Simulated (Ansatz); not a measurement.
System: BFH3Si (charge −1).

```yaml
atoms:
  - { symbol: B, position_ang: [-0.8784, 1.7307, 0.6130] }
  - { symbol: F, position_ang: [0.1900, 3.6507, 2.5307] }
  - { symbol: Si, position_ang: [-0.4753, 3.6102, 0.9297] }
  - { symbol: H, position_ang: [-0.8726, 0.8274, 1.4334] }
  - { symbol: H, position_ang: [0.3741, 2.0934, 0.3579] }
  - { symbol: H, position_ang: [-1.3609, 1.4986, -0.4886] }
```

Geometry: B3LYP-D3(BJ)/def2-SVPD.

All numbers below come from Ansatz, isolated molecule in a Gaussian basis; Kohn-Sham density functional theory, functional PBE0.

What can the converged electron density and electron localisation function tell about the bonding?

Si–F (1.73 Å): ρ is about 0.85 e/Å³ halfway; the ELF peaks at about 0.85 in the valence shell of F, 0.6 Å from its nucleus, and is about 0.55 at the midpoint.
Si–B (1.95 Å): ρ is about 0.79 e/Å³ halfway; the ELF peaks at about 0.90 between the atoms: a covalent bond.
B–H (1.22 Å): the density is about 1.1 e/Å³ at the midpoint; the ELF climbs to about 1 towards the hydrogen, as it does in any bond to H (a covalent bond by its length).

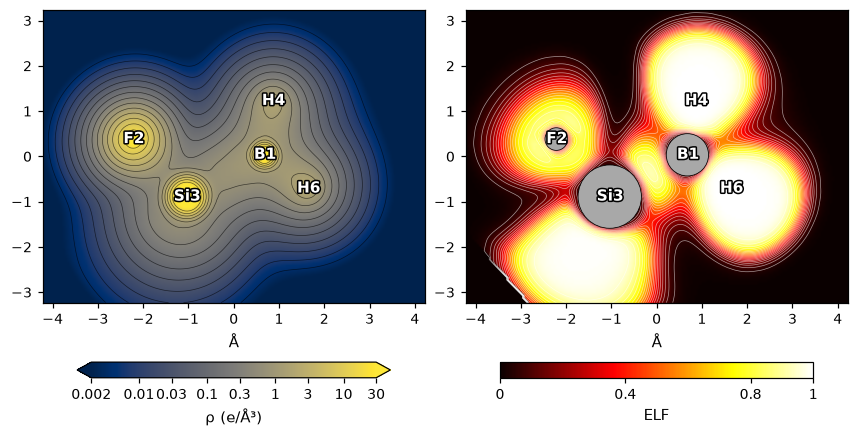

Computed electron density and electron localisation function on the plane of atoms B1, Si3 and F2, in this order. Grey discs cover the atomic cores in the ELF map. 
